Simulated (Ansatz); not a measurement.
One crystal and one scan (frozen-phonon scan) at two levels, PBE (plane waves to 420 eV, PAW, scalar-relativistic; Ansatz, a quantum-chemistry and plane-wave program) and r2SCAN (plane waves to 500 eV, PAW, scalar-relativistic; Ansatz), each from its own relaxed cell and on its own mesh. The cell shown is that of PBE.

Relaxed Al (fcc, Cu type):

```
CELL_PARAMETERS angstrom
      0.00000     4.03999     4.03999
      2.01999     0.00000     2.01999
      2.01999     2.01999     0.00000
ATOMIC_POSITIONS crystal
  Al 0.00000 0.00000 0.00000
  Al 0.50000 0.00000 0.00000
```

A phonon eigenvector at L = (0.5, 0.0, 0.0) is frozen into this cell: atom i moves by Q times the vector below, so Q is the largest atomic displacement, in Å. The cell is held. It is one choice among 2 degenerate patterns. (q is in reciprocal vectors of the primitive cell; the cell shown is doubled to hold the pattern.)

```
atom       x       y       z
----  ------  ------  ------
Al1   -0.285   0.520  -0.805
Al2    0.285  -0.520   0.805
```

Al was relaxed with its symmetry unable to fall. The PAW data are Ansatz's earlier set. With partly filled bands, energies and forces of such displacements shift with the k mesh and the smearing. Percentages come from the unrounded values. Both scans cover Q from -0.180 to 0.180 Å.

```tsv
quantity	PBE	r2SCAN	PBE − r2SCAN
Lattice constant a (Å)	4.040	3.991	+0.049 (+1.2 %)
Energy at Q = 0.180 Å (meV/cell)	58	80	-22 (-28 %)
Harmonic wavenumber from the curvature (finite differences) (cm⁻¹ (negative: imaginary))	137	161	-24 (-15 %)
```

PBE gives the higher value for: lattice constant a. PBE gives the lower value for: energy at Q = 0.180 Å; harmonic wavenumber from the curvature. Both give the same space group of the distorted cell: P-1 (No. 2), lowered from Fm-3m.

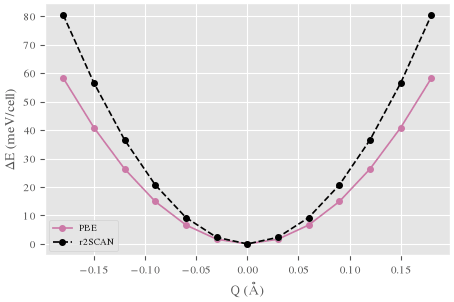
Figure. ΔE, each from the undisplaced structure of its own level.

(For displaced atoms, the force is minus the slope of the energy, and its curvature is a force constant, which sets phonon frequencies.)
